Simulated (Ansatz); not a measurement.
**F2H2Si3: density, localisation and related maps**

Input file:

```
crystal:
  periodic: [false, false, false]
  atoms:
    - {symbol: F, position_ang: [-2.255478, -0.958979, 1.247605]}
    - {symbol: F, position_ang: [-0.276706, -1.070828, -0.404784]}
    - {symbol: Si, position_ang: [-0.676305, -1.310955, 1.167890]}
    - {symbol: Si, position_ang: [0.270536, 0.083209, 2.839045]}
    - {symbol: Si, position_ang: [1.210852, 0.854301, 0.985446]}
    - {symbol: H, position_ang: [-0.500761, -2.768786, 1.394816]}
    - {symbol: H, position_ang: [1.732182, -0.326378, 2.100695]}
basis:
  gaussian: {orbitals: def2-TZVPD}
hamiltonian: {xc: pbe0}
output: {forces: true, orbitals: {seedname: orbitals}}
```

Launched as:

```sh
ansatz run input.yaml --threads 1 --pin off --max-ram 2610MiB --events-out events.jsonl --progress --plain --runs-dir runs
```

Geometry: PBE0-D3(BJ)/def2-SVP.

Theory: isolated molecule in a Gaussian basis; Kohn-Sham density functional theory, functional PBE0 in Ansatz 0.2.0.

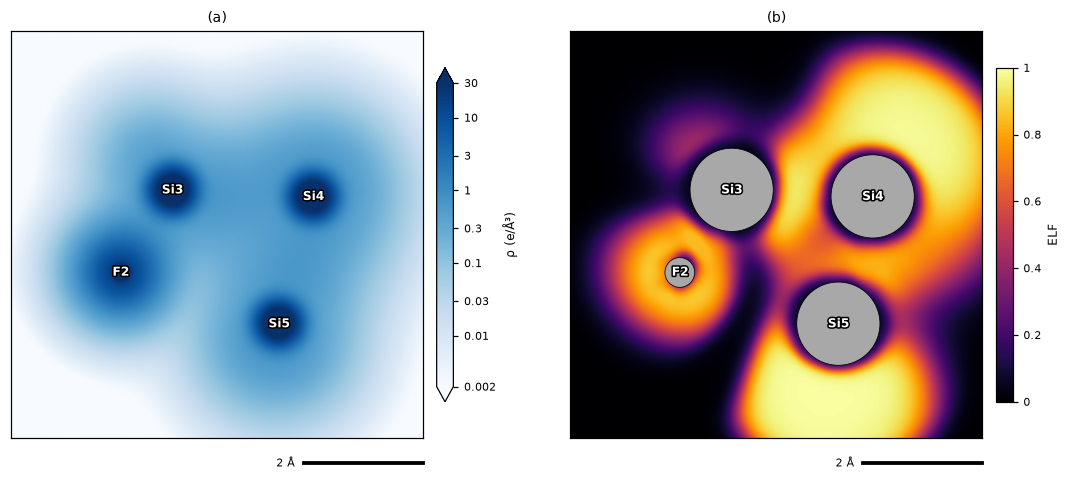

Figure 1. (a) electron density; (b) ELF on the plane of atoms F2, Si3 and Si4. Grey discs cover the atomic cores in the ELF map.

Read the bonding off the picture.

The plane passes through F and Si nuclei.
Si–F (1.64 Å): ρ at the midpoint is about 1.1 e/Å³; the ELF peaks at about 0.85 in the valence shell of F, 0.6 Å from its nucleus, and is about 0.45 at the midpoint.
Si–Si (2.22 Å): the density is about 0.63 e/Å³ at the midpoint; the ELF peaks at about 0.80 between the atoms (a shared electron pair).
Si–Si (2.37 Å): the density is about 0.55 e/Å³ at the midpoint; the ELF peaks at about 0.95 between the atoms: localised, covalent bonding.
The ELF also peaks beside Si5, F2 and Si4, away from the bonds: lone-pair regions.

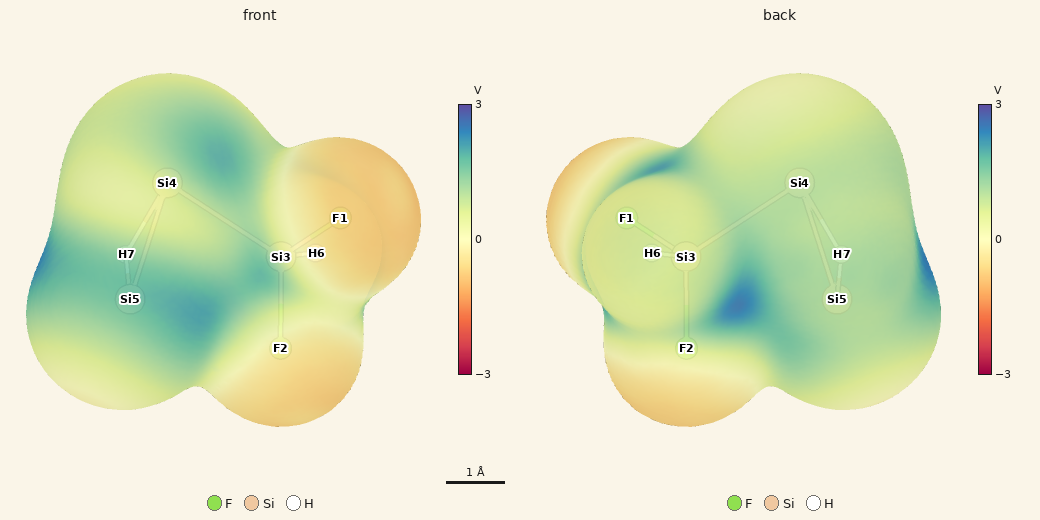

Figure 2. The molecular electrostatic potential painted on the density surface at 0.004 e/bohr³, seen from the front and from behind; the colour scale runs from red (negative) to blue (positive).

Which sites attract a positive test charge, and which a negative one?

A positive charge is drawn to the negative regions and a negative charge to the positive ones. The most negative region (about −0.8 V) lies over F1, the most positive (about +2.4 V) over Si3 and Si5.

What dipole moment does the calculation give?

Its dipole moment is 1.74 D.

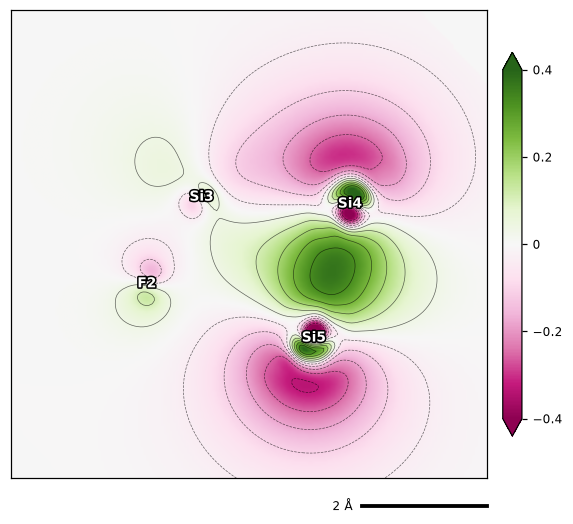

Figure 3. One frontier orbital on the plane of atoms Si3, Si4 and Si5 (values in Å⁻³ᐟ²; the overall sign is arbitrary).

Which orbital is it: HOMO or LUMO?

The HOMO, at −6.45 eV. By Hirshfeld shares it lies mainly on Si5 (about 50 %) and Si4 (about 40 %).

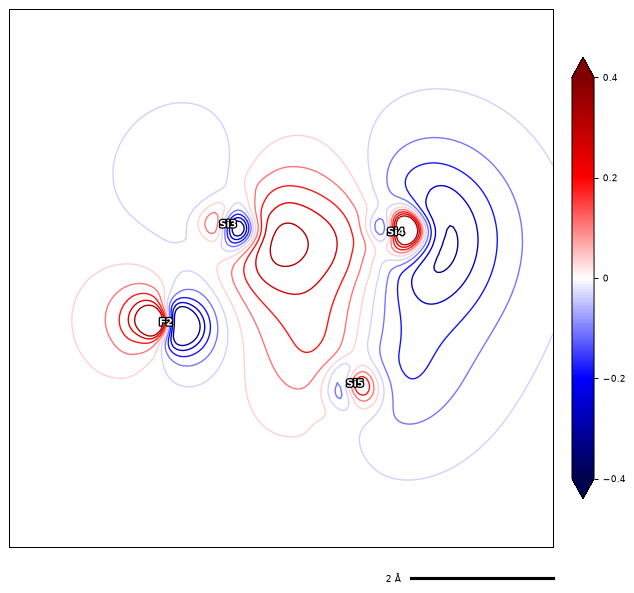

Figure 4. The HOMO−1 on the plane of atoms F2, Si3 and Si4 (values in Å⁻³ᐟ²; the overall sign is arbitrary).

Where does this orbital lie, and at what energy?

Its weight (Hirshfeld) is mainly on Si4 (about 45 %), Si3 (about 20 %), Si5 (about 20 %), H6 (about 5 %) and F2 (about 5 %). Its energy is −7.89 eV.
